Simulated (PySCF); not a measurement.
**SiNH7: geometry relaxation (part 2 of 2)**

Continued. System: SiNH7. Method: RKS PBE0-D4/def2-TZVP, density fitting (PySCF 2.14.0). The geometry is a transition state displaced along its imaginary mode. The reaction was set up to form Si1–N7 and H2–H6 and to break Si1–H2 and H6–N7 (atoms counted from 1 in the order of the input); sticks are drawn by distance alone.

Geometry of the input (Å):
```
Si -0.1342  -0.0450  0.7840
H  1.6487  0.0636  -0.2065
H  0.4861  -1.3125  1.2987
H  -1.5342  -0.1109  1.2204
H  0.4080  1.1963  1.4314
H  1.1057  0.0762  -0.7580
N  -0.3803  0.0397  -0.9992
H  -0.8275  0.8756  -1.3421
H  -0.7725  -0.7831  -1.4289
```

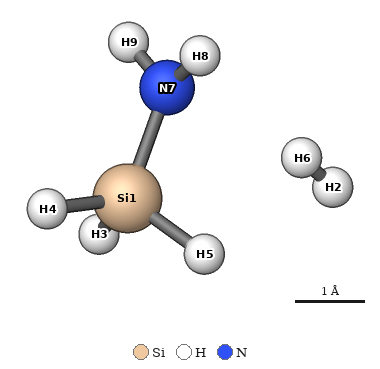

**Figure 1.** The geometry at step 23 of the log (ball-and-stick view, seen at a tilt; atoms are numbered from 1 in the order of the input).

Trajectory as extended XYZ, continued
```
9
Properties=species:S:1:pos:R:3:forces:R:3 step=13 energy=-9477.15465
Si   -0.6483   -0.0622    0.8062    0.0591  -0.0843  -0.0884
H     2.8353    0.0857   -0.3090    0.0377   0.0025   0.0011
H     0.1046   -1.2889    1.1838   -0.0261   0.0348  -0.0159
H    -1.9843   -0.1413    1.4669   -0.0252   0.0120  -0.0054
H     0.0401    1.1443    1.3315   -0.0120   0.0155  -0.0123
H     2.2264    0.1240   -0.7394   -0.0387  -0.0035  -0.0013
N    -0.6622    0.0352   -0.9169   -0.0212  -0.0546   0.0321
H    -0.9916    0.8780   -1.3608    0.0019  -0.0110   0.0028
H    -0.9188   -0.7753   -1.4624    0.0244   0.0886   0.0873
9
Properties=species:S:1:pos:R:3:forces:R:3 step=14 energy=-9477.15572
Si   -0.6491   -0.0652    0.8057   -0.0103   0.0297  -0.0065
H     2.8549    0.0721   -0.3217    0.0009   0.0043  -0.0213
H     0.0894   -1.2972    1.1789    0.0110  -0.0175   0.0044
H    -1.9880   -0.1277    1.4643   -0.0127  -0.0081  -0.0003
H     0.0433    1.1394    1.3308    0.0061  -0.0013   0.0012
H     2.2340    0.1120   -0.7367   -0.0042  -0.0053   0.0202
N    -0.6643    0.0412   -0.9131    0.0202  -0.0092   0.0207
H    -0.9864    0.8883   -1.3524   -0.0059   0.0119  -0.0125
H    -0.9323   -0.7637   -1.4561   -0.0051  -0.0046  -0.0059
9
Properties=species:S:1:pos:R:3:forces:R:3 step=15 energy=-9477.15598
Si   -0.6605   -0.0669    0.8063   -0.0110  -0.0084  -0.0074
H     2.8868    0.0703   -0.3313   -0.1217   0.0091  -0.0906
H     0.0807   -1.2995    1.1772    0.0005   0.0019   0.0040
H    -2.0041   -0.1399    1.4537   -0.0113  -0.0036   0.0066
H     0.0241    1.1371    1.3393    0.0139   0.0164   0.0174
H     2.2443    0.1026   -0.7205    0.1145  -0.0096   0.0884
N    -0.6639    0.0485   -0.9110   -0.0004  -0.0051  -0.0558
H    -0.9754    0.8996   -1.3526    0.0085  -0.0220   0.0203
H    -0.9299   -0.7530   -1.4615    0.0069   0.0212   0.0172
9
Properties=species:S:1:pos:R:3:forces:R:3 step=16 energy=-9477.15644
Si   -0.6668   -0.0667    0.8047   -0.0045  -0.0147  -0.0210
H     2.8952    0.0637   -0.3291   -0.0464   0.0050  -0.0436
H     0.0726   -1.2997    1.1798   -0.0026   0.0072  -0.0011
H    -2.0154   -0.1447    1.4421   -0.0034   0.0041   0.0020
H     0.0147    1.1360    1.3455    0.0047   0.0113   0.0114
H     2.2522    0.0945   -0.7125    0.0386  -0.0055   0.0415
N    -0.6576    0.0525   -0.9136    0.0155   0.0460   0.0187
H    -0.9608    0.9075   -1.3534    0.0075  -0.0257   0.0181
H    -0.9317   -0.7445   -1.4643   -0.0094  -0.0278  -0.0260
9
Properties=species:S:1:pos:R:3:forces:R:3 step=17 energy=-9477.15688
Si   -0.6753   -0.0688    0.8021    0.0010   0.0546  -0.0154
H     2.9050    0.0551   -0.3289   -0.0088   0.0023  -0.0187
H     0.0538   -1.3049    1.1807    0.0034  -0.0217   0.0015
H    -2.0321   -0.1385    1.4253    0.0136   0.0003  -0.0059
H     0.0113    1.1281    1.3575   -0.0237  -0.0270  -0.0133
H     2.2536    0.0817   -0.6956    0.0007  -0.0024   0.0159
N    -0.6472    0.0592   -0.9165    0.0165  -0.0224   0.0430
H    -0.9413    0.9188   -1.3513   -0.0047   0.0088  -0.0074
H    -0.9245   -0.7326   -1.4748    0.0021   0.0074   0.0004
9
Properties=species:S:1:pos:R:3:forces:R:3 step=18 energy=-9477.15747
Si   -0.6825   -0.0694    0.7985   -0.0138   0.0193  -0.0046
H     2.9095    0.0508   -0.3274   -0.0046   0.0011  -0.0136
H     0.0436   -1.3058    1.1834    0.0015  -0.0140   0.0008
H    -2.0481   -0.1464    1.4029    0.0223   0.0060  -0.0095
H    -0.0063    1.1262    1.3664   -0.0153  -0.0105  -0.0072
H     2.2458    0.0693   -0.6716   -0.0025  -0.0008   0.0094
N    -0.6310    0.0647   -0.9188    0.0053  -0.0211   0.0236
H    -0.9129    0.9294   -1.3522   -0.0018   0.0028  -0.0062
H    -0.9136   -0.7215   -1.4832    0.0090   0.0173   0.0073
9
Properties=species:S:1:pos:R:3:forces:R:3 step=19 energy=-9477.15814
Si   -0.6877   -0.0677    0.7936   -0.0079  -0.0052   0.0086
H     2.8973    0.0476   -0.3244   -0.0540  -0.0003  -0.0321
H     0.0298   -1.3066    1.1904   -0.0095   0.0026   0.0037
H    -2.0642   -0.1408    1.3714    0.0131  -0.0004  -0.0038
H    -0.0218    1.1271    1.3727   -0.0025  -0.0014  -0.0006
H     2.2149    0.0520   -0.6349    0.0518   0.0014   0.0253
N    -0.6031    0.0664   -0.9219   -0.0090  -0.0125  -0.0090
H    -0.8716    0.9341   -1.3584    0.0031   0.0005  -0.0025
H    -0.8884   -0.7155   -1.4912    0.0149   0.0153   0.0104
9
Properties=species:S:1:pos:R:3:forces:R:3 step=20 energy=-9477.15835
Si   -0.6907   -0.0651    0.7905   -0.0073  -0.0222   0.0065
H     2.8819    0.0464   -0.3146    0.0425  -0.0014   0.0116
H     0.0162   -1.3071    1.1971   -0.0069   0.0080   0.0036
H    -2.0729   -0.1317    1.3526   -0.0052  -0.0023   0.0007
H    -0.0290    1.1280    1.3752    0.0104   0.0103   0.0058
H     2.1995    0.0463   -0.6181   -0.0403   0.0027  -0.0188
N    -0.5854    0.0652   -0.9239   -0.0199  -0.0169  -0.0363
H    -0.8500    0.9316   -1.3659    0.0068   0.0018   0.0034
H    -0.8645   -0.7175   -1.4955    0.0198   0.0200   0.0234
9
Properties=species:S:1:pos:R:3:forces:R:3 step=21 energy=-9477.15867
Si   -0.7020   -0.0636    0.7890   -0.0089  -0.0013  -0.0155
H     2.8973    0.0420   -0.3155   -0.0156  -0.0023  -0.0114
H    -0.0063   -1.3089    1.2035   -0.0019   0.0015   0.0010
H    -2.0908   -0.1239    1.3361   -0.0004  -0.0005  -0.0044
H    -0.0404    1.1260    1.3831    0.0036   0.0000  -0.0021
H     2.2061    0.0377   -0.6030    0.0165   0.0039   0.0038
N    -0.5763    0.0672   -0.9252   -0.0188   0.0012  -0.0023
H    -0.8331    0.9344   -1.3710    0.0104  -0.0153   0.0145
H    -0.8493   -0.7152   -1.4997    0.0149   0.0128   0.0165
9
Properties=species:S:1:pos:R:3:forces:R:3 step=22 energy=-9477.15897
Si   -0.7141   -0.0619    0.7891    0.0027   0.0092   0.0093
H     2.9164    0.0401   -0.3235   -0.0521  -0.0024  -0.0238
H    -0.0303   -1.3116    1.2097   -0.0024  -0.0023  -0.0007
H    -2.1079   -0.1122    1.3242   -0.0003   0.0013  -0.0015
H    -0.0472    1.1225    1.3895   -0.0079  -0.0075  -0.0051
H     2.2182    0.0378   -0.5965    0.0506   0.0039   0.0164
N    -0.5732    0.0671   -0.9229    0.0014  -0.0112   0.0082
H    -0.8256    0.9324   -1.3735    0.0020  -0.0001  -0.0037
H    -0.8316   -0.7188   -1.4986    0.0060   0.0091   0.0008
9
Properties=species:S:1:pos:R:3:forces:R:3 step=23 energy=-9477.15927
Si   -0.7259   -0.0604    0.7892    0.0020   0.0066  -0.0040
H     2.9289    0.0428   -0.3247   -0.0189  -0.0017  -0.0100
H    -0.0522   -1.3129    1.2180   -0.0029  -0.0011   0.0008
H    -2.1254   -0.1026    1.3101    0.0024   0.0007  -0.0026
H    -0.0596    1.1218    1.3945   -0.0075  -0.0063  -0.0039
H     2.2286    0.0436   -0.5893    0.0160   0.0029   0.0033
N    -0.5662    0.0635   -0.9217    0.0046  -0.0056   0.0135
H    -0.8147    0.9258   -1.3799    0.0019  -0.0020  -0.0004
H    -0.8092   -0.7261   -1.4989    0.0025   0.0065   0.0033
9
Properties=species:S:1:pos:R:3:forces:R:3 step=24 energy=-9477.15955
Si   -0.7347   -0.0594    0.7889   -0.0079  -0.0108   0.0042
H     2.9309    0.0480   -0.3293   -0.0002  -0.0009  -0.0020
H    -0.0699   -1.3131    1.2286   -0.0047   0.0026   0.0006
H    -2.1406   -0.0955    1.2931    0.0044  -0.0004  -0.0027
H    -0.0728    1.1218    1.3987    0.0000   0.0064   0.0034
H     2.2261    0.0527   -0.5802   -0.0016   0.0017  -0.0047
N    -0.5543    0.0583   -0.9196    0.0099  -0.0035   0.0010
H    -0.7979    0.9177   -1.3856    0.0004   0.0033  -0.0023
H    -0.7830   -0.7346   -1.4977   -0.0003   0.0016   0.0023
9
Properties=species:S:1:pos:R:3:forces:R:3 step=25 energy=-9477.15978
Si   -0.7436   -0.0604    0.7885   -0.0070  -0.0121  -0.0023
H     2.9343    0.0525   -0.3348    0.0015   0.0002  -0.0002
H    -0.0860   -1.3149    1.2373   -0.0053   0.0061  -0.0001
H    -2.1558   -0.0945    1.2751    0.0047   0.0001  -0.0024
H    -0.0880    1.1207    1.4057   -0.0004   0.0047   0.0030
H     2.2247    0.0623   -0.5716   -0.0023   0.0001  -0.0065
N    -0.5417    0.0554   -0.9178    0.0117   0.0055   0.0114
H    -0.7789    0.9139   -1.3887   -0.0001   0.0025   0.0002
H    -0.7612   -0.7385   -1.4977   -0.0028  -0.0070  -0.0032
9
Properties=species:S:1:pos:R:3:forces:R:3 step=26 energy=-9477.16000
Si   -0.7521   -0.0645    0.7898   -0.0014   0.0002   0.0156
H     2.9370    0.0602   -0.3488    0.0252   0.0018   0.0076
H    -0.0988   -1.3177    1.2464    0.0019  -0.0029   0.0025
H    -2.1693   -0.1016    1.2587   -0.0093   0.0014   0.0032
H    -0.1060    1.1179    1.4151   -0.0022   0.0009   0.0030
H     2.2239    0.0814   -0.5720   -0.0248  -0.0025  -0.0138
N    -0.5300    0.0525   -0.9130    0.0192   0.0096   0.0027
H    -0.7607    0.9110   -1.3866   -0.0032   0.0065  -0.0050
H    -0.7402   -0.7416   -1.4954   -0.0054  -0.0151  -0.0160
9
Properties=species:S:1:pos:R:3:forces:R:3 step=27 energy=-9477.16018
Si   -0.7621   -0.0656    0.7897   -0.0076   0.0077  -0.0056
H     2.9439    0.0602   -0.3554   -0.0162   0.0033  -0.0036
H    -0.1163   -1.3199    1.2545    0.0003  -0.0007  -0.0021
H    -2.1862   -0.1012    1.2404    0.0059   0.0019  -0.0028
H    -0.1221    1.1156    1.4241   -0.0064  -0.0040   0.0001
H     2.2250    0.0825   -0.5637    0.0172  -0.0041  -0.0027
N    -0.5173    0.0532   -0.9110    0.0080  -0.0016   0.0069
H    -0.7405    0.9128   -1.3871   -0.0003  -0.0048   0.0068
H    -0.7207   -0.7399   -1.4982   -0.0010   0.0024   0.0030
9
Properties=species:S:1:pos:R:3:forces:R:3 step=28 energy=-9477.16033
Si   -0.7692   -0.0665    0.7907   -0.0066   0.0085  -0.0185
H     2.9502    0.0620   -0.3630   -0.0003   0.0031   0.0010
H    -0.1260   -1.3199    1.2613    0.0008  -0.0006  -0.0018
H    -2.1971   -0.1036    1.2292    0.0072   0.0018  -0.0039
H    -0.1363    1.1158    1.4303   -0.0060  -0.0055  -0.0013
H     2.2300    0.0852   -0.5652    0.0012  -0.0042  -0.0067
N    -0.5096    0.0526   -0.9084    0.0051   0.0068   0.0222
H    -0.7294    0.9127   -1.3854    0.0005  -0.0099   0.0075
H    -0.7092   -0.7400   -1.4975   -0.0020   0.0001   0.0015
9
Properties=species:S:1:pos:R:3:forces:R:3 step=29 energy=-9477.16061
Si   -0.7781   -0.0668    0.7945   -0.0027   0.0042  -0.0105
H     2.9610    0.0604   -0.3838    0.0251   0.0016   0.0069
H    -0.1358   -1.3182    1.2715    0.0007  -0.0006   0.0004
H    -2.2101   -0.1084    1.2177    0.0004  -0.0005  -0.0018
H    -0.1567    1.1179    1.4405   -0.0015  -0.0026   0.0018
H     2.2395    0.0783   -0.5792   -0.0250  -0.0023  -0.0115
N    -0.5006    0.0545   -0.9013    0.0027   0.0173   0.0159
H    -0.7174    0.9164   -1.3765    0.0026  -0.0124   0.0023
H    -0.6992   -0.7357   -1.4938   -0.0023  -0.0046  -0.0036
9
Properties=species:S:1:pos:R:3:forces:R:3 step=30 energy=-9477.16086
Si   -0.7867   -0.0663    0.7986   -0.0021  -0.0003   0.0009
H     2.9692    0.0581   -0.4074    0.0043   0.0008   0.0008
H    -0.1464   -1.3164    1.2818   -0.0010  -0.0007   0.0012
H    -2.2235   -0.1119    1.2049    0.0009  -0.0008  -0.0013
H    -0.1758    1.1191    1.4530   -0.0009  -0.0009   0.0013
H     2.2440    0.0690   -0.5918   -0.0041  -0.0009  -0.0046
N    -0.4897    0.0575   -0.8935   -0.0003   0.0097   0.0044
H    -0.7034    0.9202   -1.3686    0.0029  -0.0044  -0.0026
H    -0.6858   -0.7311   -1.4893    0.0002  -0.0025  -0.0003
9
Properties=species:S:1:pos:R:3:forces:R:3 step=31 energy=-9477.16102
Si   -0.7943   -0.0654    0.8028    0.0003  -0.0004   0.0088
H     2.9760    0.0567   -0.4291    0.0003  -0.0002  -0.0010
H    -0.1571   -1.3151    1.2912   -0.0022   0.0003  -0.0002
H    -2.2349   -0.1133    1.1949    0.0002  -0.0003  -0.0005
H    -0.1908    1.1198    1.4643   -0.0020  -0.0003   0.0010
H     2.2485    0.0625   -0.6053    0.0000   0.0006  -0.0019
N    -0.4812    0.0600   -0.8861   -0.0037  -0.0013  -0.0147
H    -0.6924    0.9220   -1.3637    0.0037  -0.0031   0.0022
H    -0.6720   -0.7289   -1.4836    0.0034   0.0047   0.0061
9
Properties=species:S:1:pos:R:3:forces:R:3 step=32 energy=-9477.16114
Si   -0.8011   -0.0655    0.8060   -0.0011   0.0006   0.0026
H     2.9820    0.0582   -0.4467   -0.0110   0.0000  -0.0040
H    -0.1674   -1.3151    1.2992   -0.0016   0.0004   0.0006
H    -2.2451   -0.1145    1.1857    0.0026   0.0000  -0.0013
H    -0.2044    1.1200    1.4731   -0.0016  -0.0013  -0.0003
H     2.2522    0.0642   -0.6146    0.0114   0.0004   0.0017
N    -0.4735    0.0599   -0.8805   -0.0026  -0.0049   0.0008
H    -0.6822    0.9211   -1.3604    0.0014   0.0034  -0.0015
H    -0.6585   -0.7298   -1.4786    0.0024   0.0014   0.0013
9
Properties=species:S:1:pos:R:3:forces:R:3 step=33 energy=-9477.16123
Si   -0.8067   -0.0656    0.8093   -0.0003   0.0008   0.0032
H     2.9869    0.0599   -0.4634   -0.0035   0.0001  -0.0031
H    -0.1762   -1.3151    1.3068   -0.0007  -0.0001   0.0006
H    -2.2530   -0.1148    1.1796   -0.0005   0.0001  -0.0004
H    -0.2148    1.1200    1.4805   -0.0008  -0.0001   0.0002
H     2.2561    0.0668   -0.6256    0.0040   0.0002   0.0015
N    -0.4683    0.0594   -0.8749   -0.0019  -0.0052  -0.0071
H    -0.6745    0.9196   -1.3576    0.0014   0.0003   0.0021
H    -0.6467   -0.7316   -1.4734    0.0024   0.0039   0.0030
```

Key numbers

- outcome: converged
- total energy: −9477.1612 eV
- largest force (length of the vector) at the end: 0.009 eV/Å
- hardware: 4 threads of Arm Neoverse V1, 23 GiB of memory available, shared host
- wall time: 2.2 min (CPU time 7.6 min)
- peak memory: 1.1 GiB
